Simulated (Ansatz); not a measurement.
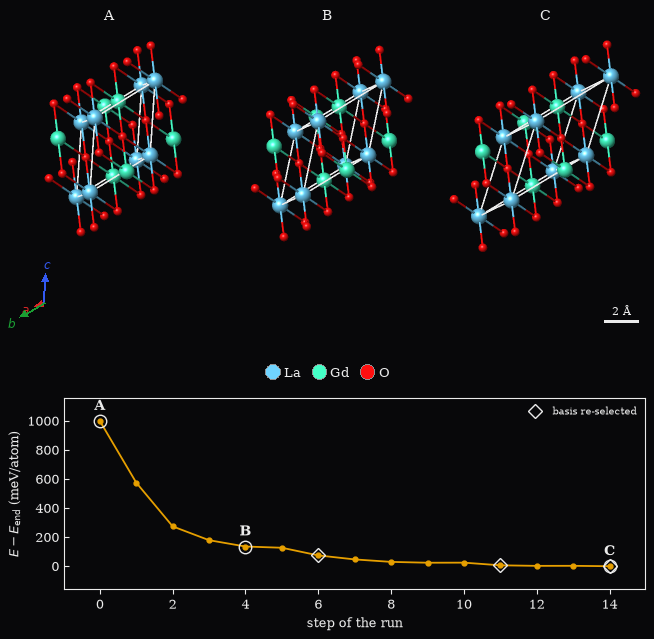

Frames of a relaxation of solid LaGdO2 (a generated structure, set up in I4/mmm) (coarse preliminary run), marked on the history of the run. A ball-and-stick model of the cell of the calculation, seen from a free direction.

Computed with DFT PBE, scalar-relativistic, plane waves, PAW (Ansatz). Set-up: plane-wave cutoff 420 eV; k-point mesh 4 × 4 × 4; occupations gaussian; smearing width 0.1 eV; collinear spin; cell and atoms relaxed; force threshold 0.04 eV/Å; at most 70 steps.

Question: Describe the path.

Answer: No atom moves by more than 0.005 Å relative to the cell. The drawn cell changes as follows: a = b = c 4.712 → 5.357 Å (+13.7 %), α 111.4° → 126.9°, β 111.4° → 126.9°, γ 105.6° → 78.4°; the volume changes by +18.7 %. Among the contacts that change: Gd–La 2.848 → 4.150 Å, Gd–La 3.754 → 3.387 Å, La–O 2.654 → 2.395 Å, Gd–O 2.654 → 2.395 Å. The space group stays I4/mmm (No. 139). After 11 accepted moves (14 points after the start) the energy has fallen by 999 meV per atom. All forces vanish by symmetry, so only the cell relaxes. Pressure: −6.40 GPa at the start and −0.05 GPa at the end. The SCF was repeated 3 times at an unchanged geometry on a basis and grid sized afresh for the cell, which shifted the energy by 52.7 meV per atom at most. From step 0 to 4: volume −2.2 %, energy −864 meV per atom. From step 4 to 14: volume +21.3 %, energy −136 meV per atom.

```json
{"step": "0", "E − E(0), meV/atom": "0.00", "pressure, GPa": "-6.40", "volume, Å³/atom": "20.065", "note": ""}
{"step": "1", "E − E(0), meV/atom": "-424.33", "pressure, GPa": "-4.94", "volume, Å³/atom": "19.571", "note": ""}
{"step": "2", "E − E(0), meV/atom": "-725.25", "pressure, GPa": "1.83", "volume, Å³/atom": "18.623", "note": ""}
{"step": "3", "E − E(0), meV/atom": "-820.36", "pressure, GPa": "4.33", "volume, Å³/atom": "18.798", "note": ""}
{"step": "4", "E − E(0), meV/atom": "-863.87", "pressure, GPa": "1.78", "volume, Å³/atom": "19.625", "note": ""}
{"step": "5", "E − E(0), meV/atom": "-872.30", "pressure, GPa": "-0.15", "volume, Å³/atom": "20.199", "note": ""}
{"step": "6", "E − E(0), meV/atom": "-924.99", "pressure, GPa": "2.49", "volume, Å³/atom": "20.199", "note": "same geometry, new basis"}
{"step": "7", "E − E(0), meV/atom": "-952.62", "pressure, GPa": "1.86", "volume, Å³/atom": "20.952", "note": ""}
{"step": "8", "E − E(0), meV/atom": "-969.56", "pressure, GPa": "0.73", "volume, Å³/atom": "21.788", "note": ""}
{"step": "9", "E − E(0), meV/atom": "-975.39", "pressure, GPa": "0.20", "volume, Å³/atom": "22.527", "note": ""}
{"step": "10", "E − E(0), meV/atom": "-974.83", "pressure, GPa": "-0.08", "volume, Å³/atom": "22.780", "note": ""}
{"step": "11", "E − E(0), meV/atom": "-993.13", "pressure, GPa": "0.59", "volume, Å³/atom": "22.780", "note": "same geometry, new basis"}
{"step": "12", "E − E(0), meV/atom": "-996.94", "pressure, GPa": "0.26", "volume, Å³/atom": "23.466", "note": ""}
{"step": "13", "E − E(0), meV/atom": "-996.67", "pressure, GPa": "-0.10", "volume, Å³/atom": "23.811", "note": ""}
{"step": "14", "E − E(0), meV/atom": "-999.48", "pressure, GPa": "-0.05", "volume, Å³/atom": "23.811", "note": "same geometry, new basis"}
```

Limits of the set-up: layers or molecules are held without a dispersion correction, so their spacing is unreliable.
